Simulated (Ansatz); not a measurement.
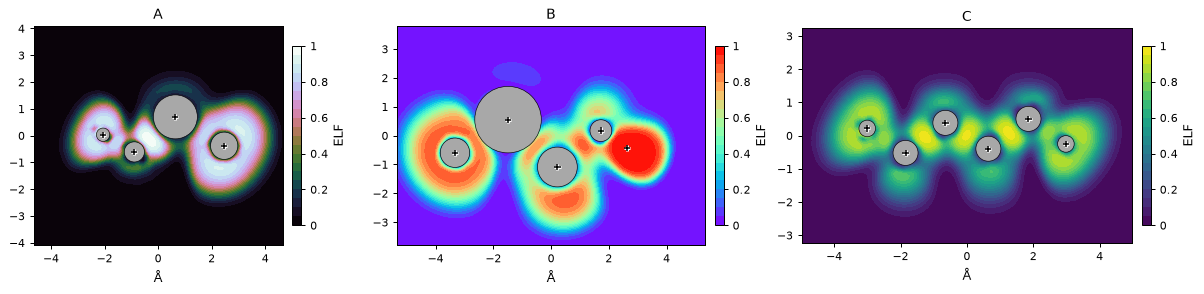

The electron localisation function of 3 systems, each on a plane through atoms (crosses mark nuclei in the plane; grey discs cover the cores).

The calculation used RKS PBE0-D4/def2-TZVPP (Ansatz).

System 1: CCl3F3Ge (SMILES F[C](F)(F)[Ge]([Cl])([Cl])[Cl]), the plane of atoms C2, Ge5 and Cl7. Geometry: PBE0-D4/def2-TZVP.

```xyz
8

F     0.9263   -0.8761    1.5398
C     0.8744   -0.6233    0.2320
F     0.8164   -1.7874   -0.4149
F     2.0043   -0.0086   -0.1182
Ge   -0.7247    0.5185   -0.2107
Cl   -0.5715    2.3491    0.8426
Cl   -0.7506    0.8803   -2.2970
Cl   -2.4822   -0.5098    0.3706
```

System 2: C4H6F4 (SMILES FCC(F)CC(F)F), the plane of atoms C5, C6 and F7. Geometry: PBE0-D4/def2-TZVP.

```xyz
14

F     0.9597    2.0235    2.0214
C     1.1917    0.9699    1.1697
C    -0.0575    0.6309    0.4033
F    -0.3501    1.6759   -0.4629
C     0.1052   -0.6366   -0.4060
C    -1.1492   -0.9987   -1.1568
F    -0.9281   -2.1138   -1.8984
F    -2.1467   -1.2893   -0.2792
H     1.5091    0.1077    1.7647
H     1.9927    1.2542    0.4800
H    -0.9003    0.5473    1.0969
H     0.3533   -1.4759    0.2493
H     0.9151   -0.5146   -1.1303
H    -1.5079   -0.2098   -1.8229
```

System 3: CH3Cl3SeTi (SMILES C[Se][Ti]([Cl])([Cl])[Cl]), the plane of atoms Se2, C1 and H9. Geometry: PBE0-D4/def2-TZVP.

| atom | x (Å) | y (Å) | z (Å) |
| --- | --- | --- | --- |
| C | -0.0614 | -1.4277 | 0.8624 |
| Se | 1.4283 | -0.5247 | -0.0437 |
| Ti | 0.1703 | 1.3216 | -0.8312 |
| Cl | -1.4321 | 0.5373 | -2.0851 |
| Cl | 1.6121 | 2.5282 | -1.9073 |
| Cl | -0.6904 | 2.3186 | 0.9067 |
| H | -0.4630 | -0.7828 | 1.6408 |
| H | -0.8303 | -1.6850 | 0.1373 |
| H | 0.3551 | -2.3316 | 1.3031 |

**Which map belongs to which system?**

Panel A is system 1, CCl3F3Ge: the plane holds F, C, Ge and Cl. C–F (1.33 Å): the ELF peaks at about 0.85 between the atoms, as expected for a shared but strongly polarised pair. Panel B is system 3, CH3Cl3SeTi: the plane holds C, Se, Ti, Cl and H. C–Se (1.96 Å): the ELF peaks at about 0.90 between the atoms (localised, covalent bonding). Panel C is system 2, C4H6F4: the plane holds F and C. C–F (1.36 Å): the ELF peaks at about 0.85 between the atoms (a polar covalent bond).
